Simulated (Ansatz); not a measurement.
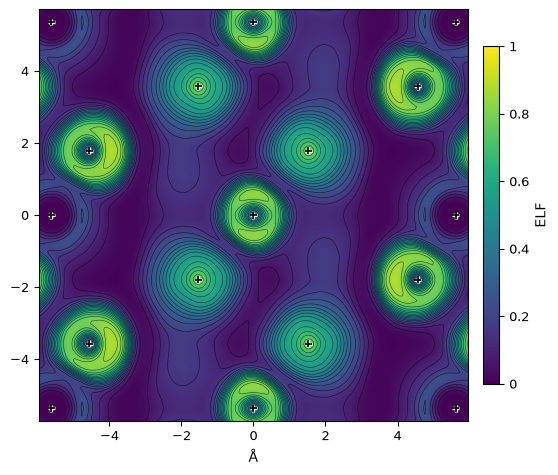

The electron localisation function on a plane through atoms (crosses mark nuclei in the plane).

All numbers below come from DFT, PBEsol, plane waves, PAW (Ansatz 0.2.0).

Candidates:
A. SnAu2O3, a = 3.10 Å, b = 3.10 Å, c = 11.23 Å, α = 90.00°, β = 90.00°, γ = 120.00°. Space group P-3m1; a structure from a database of computed crystals, not necessarily the ambient phase; started from the CaSm2S3-164 prototype, which need not be the ambient phase.
B. Ti2AgSb3, a = 5.51 Å, b = 13.06 Å, c = 4.05 Å, α = 90.00°, β = 90.00°, γ = 90.00°. Space group Cmmm; a structure from a database of computed crystals, not necessarily the ambient phase; started from the Li2CeO3-65 prototype, which need not be the ambient phase; computed without spin polarisation.

Q: Which candidate gave the map?

A: Candidate A: SnAu2O3 on the (110) plane of the conventional cell, which holds Sn, Au and O. Sn–O (2.08 Å): the ELF peaks at about 0.80 in the valence shell of O, 0.6 Å from its nucleus, and is about 0.25 at the midpoint (no localised pair shows between them). Au–O (2.35 Å): the ELF is about 0.15 at the midpoint: no shared electron pair shows on this line.
